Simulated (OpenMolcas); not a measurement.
Run report: S$_{2}$F$_{2}$, excited-state calculation (part 3 of 3)

The same run, continued: S$_{2}$F$_{2}$ (Difluorodisulfane); CASPT2/ANO-R1, sfX2C (OpenMolcas 26.06). The geometry comes from this level: PBE0-D4/def2-TZVP.

Geometry of the input (Å):
```
F  -1.7837  -0.1999  -0.6216
S  -0.4677  0.7641  -0.6324
S  1.0450  -0.2764  -0.1847
F  1.2064  -0.2878  1.4387
```

The program's output, continued
```
--------------------------------------------------------------------------------
--------------------------------------------------------------------------------
 H0 matrices have been computed.

********************************************************************************
  CASPT2 EQUATION SOLUTION
--------------------------------------------------------------------------------

  Total nr of CASPT2 parameters:
   Before reduction:      246080
   After  reduction:      245440

 Variance of |WF0>:       2.5976259739

 The contributions to the second order correlation energy in atomic units.
-----------------------------------------------------------------------------------------------------------------------------
  IT.      VJTU        VJTI        ATVX        AIVX        VJAI        BVAT        BJAT        BJAI        TOTAL       RNORM
-----------------------------------------------------------------------------------------------------------------------------
   1    -0.006445   -0.006237   -0.064118   -0.057115   -0.044780   -0.075022   -0.105762   -0.248384   -0.607862    0.011204
   2    -0.006555   -0.006357   -0.064888   -0.057563   -0.045000   -0.075407   -0.106001   -0.248662   -0.610433    0.001544
   3    -0.006558   -0.006360   -0.064911   -0.057574   -0.045003   -0.075417   -0.105984   -0.248645   -0.610453    0.000260
   4    -0.006558   -0.006360   -0.064903   -0.057569   -0.044999   -0.075409   -0.105977   -0.248638   -0.610413    0.000042
   5    -0.006558   -0.006360   -0.064902   -0.057569   -0.044998   -0.075409   -0.105977   -0.248638   -0.610412    0.000007
   6    -0.006558   -0.006360   -0.064902   -0.057569   -0.044998   -0.075409   -0.105978   -0.248638   -0.610413    0.000001
-----------------------------------------------------------------------------------------------------------------------------

  FINAL CASPT2 RESULT:

      Reference energy:        -996.1420692579
      E2 (Non-variational):      -0.6104129276
      Shift correction:          -0.0035239530
      E2 (Variational):          -0.6139368806
      Total energy:            -996.7560061385
      Residual norm:              0.0000001936
      Reference weight:           0.83657

      Contributions to the CASPT2 correlation energy
      Active & Virtual Only:         -0.1403112168
      One Inactive Excited:          -0.1701044491
      Two Inactive Excited:          -0.2999972617

++ Denominators, etc.
--------------------------------------------------------------------------------------------------------------
 Report on small energy denominators, large coefficients, and large energy contributions.
CASE  SYMM ACTIVE-MIX  NON-ACTIVE INDICES          DENOMINATOR     RHS VALUE       COEFFICIENT     CONTRIBUTION
VJTU     1  Mu1.0001  In1.019                       0.29741851     -0.00220892      0.00492743     -0.00001088
VJTU     1  Mu1.0001  In1.020                       0.29319192     -0.00045406      0.00142463     -0.00000065
ATVX     1  Mu1.0001  Se1.029                       0.08841808     -0.00513058      0.00925031     -0.00004746
ATVX     1  Mu1.0002  Se1.029                       0.24262339      0.00057271     -0.00143531     -0.00000082
ATVX     1  Mu1.0001  Se1.030                       0.10023013     -0.00049176      0.00099959     -0.00000049
ATVX     1  Mu1.0002  Se1.030                       0.25443544      0.00003675      0.00012118      0.00000000
ATVX     1  Mu1.0001  Se1.031                       0.25700051      0.01048246     -0.02534577     -0.00026569
ATVX     1  Mu1.0001  Se1.032                       0.26745938      0.00023098     -0.00060277     -0.00000014
ATVX     1  Mu1.0033  Se1.034                       1.32248488     -0.03461266      0.02706887     -0.00093693
BVATM    1  Mu1.0005  Se1.035 Se1.034               1.86324019     -0.04753065      0.02514164     -0.00119500
BJAIM    1  Se1.055 In1.017 Se1.055 In1.018         7.59334902     -0.21281321      0.02805727     -0.00597096
BJAIM    1  Se1.057 In1.019 Se1.057 In1.020         7.58241918      0.21242081     -0.02802180     -0.00595241
--

   (Skipping property calculation,
    use PROP keyword to activate)
--

++ CASPT2 computation for group   3

********************************************************************************
 Multi-State initialization phase begins for group   3
--------------------------------------------------------------------------------
********************************************************************************
 Compute H0 matrices for state    3
--------------------------------------------------------------------------------
--------------------------------------------------------------------------------
 H0 matrices have been computed.

********************************************************************************
  CASPT2 EQUATION SOLUTION
--------------------------------------------------------------------------------

  Total nr of CASPT2 parameters:
   Before reduction:      246080
   After  reduction:      245440

 Variance of |WF0>:       2.5961035373

 The contributions to the second order correlation energy in atomic units.
-----------------------------------------------------------------------------------------------------------------------------
  IT.      VJTU        VJTI        ATVX        AIVX        VJAI        BVAT        BJAT        BJAI        TOTAL       RNORM
-----------------------------------------------------------------------------------------------------------------------------
   1    -0.005877   -0.006670   -0.066692   -0.057283   -0.044407   -0.074655   -0.104589   -0.248313   -0.608487    0.011220
   2    -0.005973   -0.006798   -0.067515   -0.057721   -0.044628   -0.075035   -0.104825   -0.248594   -0.611089    0.001526
   3    -0.005975   -0.006802   -0.067539   -0.057732   -0.044633   -0.075046   -0.104808   -0.248580   -0.611115    0.000255
   4    -0.005975   -0.006802   -0.067531   -0.057727   -0.044629   -0.075038   -0.104802   -0.248572   -0.611075    0.000041
   5    -0.005975   -0.006802   -0.067530   -0.057726   -0.044629   -0.075037   -0.104802   -0.248572   -0.611074    0.000007
   6    -0.005975   -0.006802   -0.067530   -0.057727   -0.044629   -0.075038   -0.104802   -0.248573   -0.611075    0.000001
-----------------------------------------------------------------------------------------------------------------------------

  FINAL CASPT2 RESULT:

      Reference energy:        -996.1296978113
      E2 (Non-variational):      -0.6110749781
      Shift correction:          -0.0034528597
      E2 (Variational):          -0.6145278377
      Total energy:            -996.7442256490
      Residual norm:              0.0000001805
      Reference weight:           0.83634

      Contributions to the CASPT2 correlation energy
      Active & Virtual Only:         -0.1425678122
      One Inactive Excited:          -0.1685037954
      Two Inactive Excited:          -0.3000033705

++ Denominators, etc.
--------------------------------------------------------------------------------------------------------------
 Report on small energy denominators, large coefficients, and large energy contributions.
CASE  SYMM ACTIVE-MIX  NON-ACTIVE INDICES          DENOMINATOR     RHS VALUE       COEFFICIENT     CONTRIBUTION
VJTIP    1  Mu1.0001  In1.019 In1.016               1.17363726      0.04280729     -0.03613617     -0.00154689
ATVX     1  Mu1.0001  Se1.029                       0.11758684     -0.00011880     -0.00036360      0.00000004
ATVX     1  Mu1.0002  Se1.029                       0.29167471      0.00229616     -0.00533177     -0.00001224
ATVX     1  Mu1.0001  Se1.030                       0.13228567      0.00021397     -0.00084962     -0.00000018
ATVX     1  Mu1.0001  Se1.031                       0.28745492     -0.00710010      0.01681832     -0.00011941
ATVX     1  Mu1.0006  Se1.035                       0.89233542      0.02644712     -0.02863377     -0.00075728
ATVX     1  Mu1.0036  Se1.038                       1.58437216      0.04087652     -0.02526436     -0.00103272
BJAIM    1  Se1.055 In1.017 Se1.055 In1.018         7.59556611     -0.24490063      0.03226084     -0.00790070
BJAIM    1  Se1.057 In1.019 Se1.057 In1.020         7.57860295      0.24379953     -0.03218825     -0.00784748
--

   (Skipping property calculation,
    use PROP keyword to activate)
--

  Total CASPT2 energies:
::    CASPT2 Root  1     Total energy:   -996.95342177
::    CASPT2 Root  2     Total energy:   -996.75600614
::    CASPT2 Root  3     Total energy:   -996.74422565

++ Multi-State CASPT2 section:
********************************************************************************
  MULTI-STATE CASPT2 SECTION
--------------------------------------------------------------------------------

  Output diagonal energies have been shifted. Add    996.00000000000000

  Effective Hamiltonian matrix (Symmetric):

                1               2               3
   1     -1992.95342177
   2         0.00232164  -1992.75600614
   3         0.00213087      0.00370199  -1992.74422565

       Total MS-CASPT2 energies:
::    MS-CASPT2 Root  1     Total energy:   -996.95346990
::    MS-CASPT2 Root  2     Total energy:   -996.75705921
::    MS-CASPT2 Root  3     Total energy:   -996.74312446

       Eigenvectors:
            0.99988330      0.00833384      0.01280396
           -0.01156885      0.96042093      0.27831241
           -0.00997778     -0.27842806      0.96040526

--

  THE ORIGINAL CI ARRAYS ARE NOW MIXED AS LINEAR
  COMBINATIONS, GIVEN BY THE EIGENVECTORS.
  A NEW JOBIPH FILE NAMED 'JOBMIX' IS PREPARED.
********************************************************************************

++ Mixed CI coefficients:
  The CI coefficients for the MIXED state nr.   1
--------------------------------------------------------------------------------
 CI COEFFICIENTS LARGER THAN  5.00E-02
  Occupation of active orbitals, and spin coupling
  of open shells. (u,d: Spin up or down).
  SGUGA info is (Midvert:IsyUp:UpperWalk/LowerWalk)
        Conf  SGUGA info        Occupation    Coefficient         Weight
           1  ( 1:1:   1/   1)   22222000       -0.974162       0.948991
          23  ( 2:1:  13/   1)   222ud0ud       -0.058136       0.003380
          25  ( 2:1:  15/   1)   222uu0dd        0.054823       0.003006
          41  ( 2:1:  11/   2)   22u2ud0d        0.063028       0.003973
         171  ( 3:1:   1/   5)   22022200        0.069376       0.004813
         245  ( 3:1:  15/   8)   20222002        0.081719       0.006678
         291  ( 4:1:   1/   1)   22uu2dd0       -0.057686       0.003328

  The CI coefficients for the MIXED state nr.   2
--------------------------------------------------------------------------------
 CI COEFFICIENTS LARGER THAN  5.00E-02
  Occupation of active orbitals, and spin coupling
  of open shells. (u,d: Spin up or down).
  SGUGA info is (Midvert:IsyUp:UpperWalk/LowerWalk)
        Conf  SGUGA info        Occupation    Coefficient         Weight
           4  ( 1:1:   4/   1)   2222u0d0       -0.807280       0.651700
           7  ( 1:1:   7/   1)   2222u00d       -0.347283       0.120605
          10  ( 1:1:  10/   1)   22220002        0.083712       0.007008
          13  ( 2:1:   3/   1)   222u20d0       -0.351040       0.123229
          19  ( 2:1:   9/   1)   222u200d       -0.110392       0.012186
          23  ( 2:1:  13/   1)   222ud0ud       -0.155374       0.024141
          25  ( 2:1:  15/   1)   222uu0dd        0.071373       0.005094
          94  ( 3:1:   4/   1)   22202020        0.101940       0.010392
         173  ( 3:1:   3/   5)   2202u2d0       -0.060771       0.003693
         248  ( 3:1:  18/   8)   2022u0d2        0.066168       0.004378

  The CI coefficients for the MIXED state nr.   3
--------------------------------------------------------------------------------
 CI COEFFICIENTS LARGER THAN  5.00E-02
  Occupation of active orbitals, and spin coupling
  of open shells. (u,d: Spin up or down).
  SGUGA info is (Midvert:IsyUp:UpperWalk/LowerWalk)
        Conf  SGUGA info        Occupation    Coefficient         Weight
           4  ( 1:1:   4/   1)   2222u0d0        0.537977       0.289419
           7  ( 1:1:   7/   1)   2222u00d       -0.534660       0.285861
          10  ( 1:1:  10/   1)   22220002        0.117277       0.013754
          13  ( 2:1:   3/   1)   222u20d0       -0.554336       0.307288
          23  ( 2:1:  13/   1)   222ud0ud       -0.175266       0.030718
          25  ( 2:1:  15/   1)   222uu0dd        0.094646       0.008958
          94  ( 3:1:   4/   1)   22202020        0.103379       0.010687
         248  ( 3:1:  18/   8)   2022u0d2       -0.051595       0.002662

--

--- Stop Module: caspt2 /rc=_RC_ALL_IS_WELL_ ---
--- Module caspt2 spent 5 seconds ---

--- Start Module: rassi ---

                                               &RASSI

                       available to each process: 1.9 GB of memory, 1 thread

      ********************************************************************************
      *                             General data section                             *
      ********************************************************************************

   Specific data for JOBIPH file JOBMIX
   -------------------------------------

   Header from SEWARD:

   CASSCF title (first line only):
       (No title given)

  STATE IRREP:                1
  SPIN MULTIPLICITY:          1
  ACTIVE ELECTRONS:          10
  MAX RAS1 HOLES:             0
  MAX RAS3 ELECTRONS:         0
  NR OF CONFIG:            1176
 ###############################################################################
 ###    WARNING: EJOB used when HEFF is available, possible                  ###
 ###    extra interaction between states is ignored!                         ###
 ###############################################################################

   The following data are common to all the states:
   ------------------------------------------------
   (note: frozen counts as inactive, deleted as secondary)

      Nr of irreps: 1

                 Total     No./Irrep
      Irrep                  1
                             a

      INACTIVE      20      20
      ACTIVE         8       8
      SECONDARY     36      36
      BASIS         64      64

      RAS1           0       0
      RAS2           8       8
      RAS3           0       0

        MATRIX ELEMENTS WILL BE COMPUTED FOR THE FOLLOWING ONE-ELECTRON OPERATORS, UNLESS ZERO BY SYMMETRY.
   (Herm=Hermitian, Anti=Antihermitian, Sing=Singlet operator, Trip=Triplet operator)
     MLTPL  0   1 (HERMSING)     MLTPL  1   1 (HERMSING)     MLTPL  1   2 (HERMSING)
     MLTPL  1   3 (HERMSING)     MLTPL  2   1 (HERMSING)     MLTPL  2   2 (HERMSING)
     MLTPL  2   3 (HERMSING)     MLTPL  2   4 (HERMSING)     MLTPL  2   5 (HERMSING)
     MLTPL  2   6 (HERMSING)     VELOCITY   1 (ANTISING)     VELOCITY   2 (ANTISING)
     VELOCITY   3 (ANTISING)     ANGMOM     1 (ANTISING)     ANGMOM     2 (ANTISING)
     ANGMOM     3 (ANTISING)     MLTPV  2   1 (ANTISING)     MLTPV  2   2 (ANTISING)
     MLTPV  2   3 (ANTISING)     MLTPV  2   4 (ANTISING)     MLTPV  2   5 (ANTISING)
     MLTPV  2   6 (ANTISING)

       EIGENSTATES OF A SPIN-FREE HAMILTONIAN WILL BE COMPUTED BASED ON:

  a Hamiltonian matrix assumed to be diagonal with energies read from the wavefunction file(s).

  Nr of states:                    3

   State:        1   2   3
  JobIph:        1   1   1
 Root nr:        1   2   3

  HAMILTONIAN MATRIX FOR THE ORIGINAL STATES:

  Diagonal, with energies
   -996.95346990   -996.75705921   -996.74312446

      OVERLAP MATRIX FOR THE ORIGINAL STATES:

  Diagonal, with elements
      1.00000000      1.00000000      1.00000000

::    RASSI State    1     Total energy:    -996.95346989993277
::    RASSI State    2     Total energy:    -996.75705920632640
::    RASSI State    3     Total energy:    -996.74312445549936

      ****************************************************************************************************
      *                                         Spin-free section                                        *
      *                 Note: index according to input order, order according to energy.                 *
      ****************************************************************************************************

  SPIN-FREE ENERGIES:
  (Shifted by EMIN (a.u.) =       -996.9534698999)

 SF State       Relative EMIN(au)   Rel lowest level(eV)    D:o, cm**(-1)

     1             0.0000000000        0.0000000000              0.0000
     2             0.1964106936        5.3446072466          43107.1646
     3             0.2103454444        5.7237911336          46165.4889

++ Dipole transition strengths (spin-free states):
   -----------------------------------------------
     for osc. strength at least  1.00000000E-05

      From   To        Osc. strength     Einstein coefficients Ax, Ay, Az (sec-1)    Total A (sec-1)
     -----------------------------------------------------------------------------------------------
         1    2       5.21256084E-03  1.65067600E+06  3.82339737E+05  4.42787325E+06  6.46088898E+06
         1    3       1.84523568E-03  9.36084682E+05  1.42422069E+06  2.62879796E+05  2.62318516E+06
         2    3       1.53950844E-04  4.80728406E+02  3.66765018E+02  1.12993314E+02  9.60486738E+02
     -----------------------------------------------------------------------------------------------
--

++ Velocity transition strengths (spin-free states):
   -------------------------------------------------
     for osc. strength at least  1.00000000E-05

      From   To        Osc. strength     Einstein coefficients Ax, Ay, Az (sec-1)    Total A (sec-1)
     -----------------------------------------------------------------------------------------------
         1    2       1.22683148E-03  4.58277808E+05  1.30339144E+05  9.32021798E+05  1.52063875E+06
         1    3       2.70334184E-03  1.44958362E+06  3.05231712E+04  2.36296123E+06  3.84306802E+06
         2    3       8.10930309E-03  2.85577928E+04  9.73969758E+03  1.22957890E+04  5.05932793E+04
     -----------------------------------------------------------------------------------------------
--

++ Length and velocity gauge comparison (spin-free states):
   --------------------------------------------------------

 --------------------------------------------------
 A comparison between the dipole oscillator strengths in
 length and velocity gauge will be performed

     All dipole oscillator differences above the tolerance of   1.00000000E-01  will be printed

 Due to basis set deficiency these oscillator may be problematic

 The tolerance is defined as ABS(1-O_l/O_v)
 O_l : dipole oscillator strength in length gauge
 O_p : dipole oscillator strength in velocity gauge
 --------------------------------------------------

  Problematic transitions have been found

      From   To       Difference (%) Osc. st. (len.) Osc. st. (vel.)
     ---------------------------------------------------------------
         1    2           324.879939  5.21256084E-03  1.22683148E-03
         1    3            31.742422  1.84523568E-03  2.70334184E-03
         2    3            98.101553  1.53950844E-04  8.10930309E-03
     ---------------------------------------------------------------

 Number of problematic transitions =                     3

--

 Electric-dipole - electric-octupole not included
 Electric-dipole - magnetic-quadrupole not included

      ****************************************************************************************************
      *                                    Special properties section                                    *
      ****************************************************************************************************

--- Stop Module: rassi /rc=_RC_ALL_IS_WELL_ ---

.##################.
.# Happy landing! #.
.##################.

    Timing: Wall=11.22 User=10.24 System=0.96
```

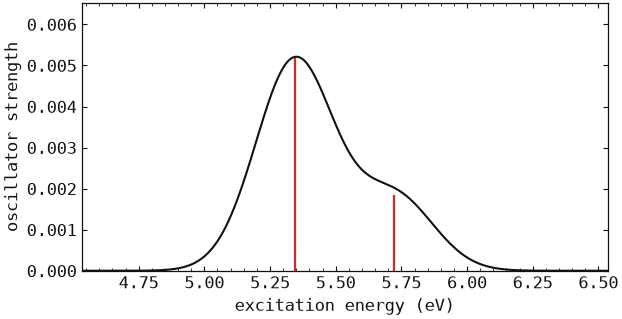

**Figure 1.** Computed excitations as sticks (degenerate states added up, dark ones marked on the axis), with a Gaussian envelope of 0.35 eV full width at half maximum, scaled to the tallest. Of the 2 states the lowest lies at 5.34 eV (f = 0.005); the strongest line is at 5.34 eV, or 232 nm (f = 0.005).
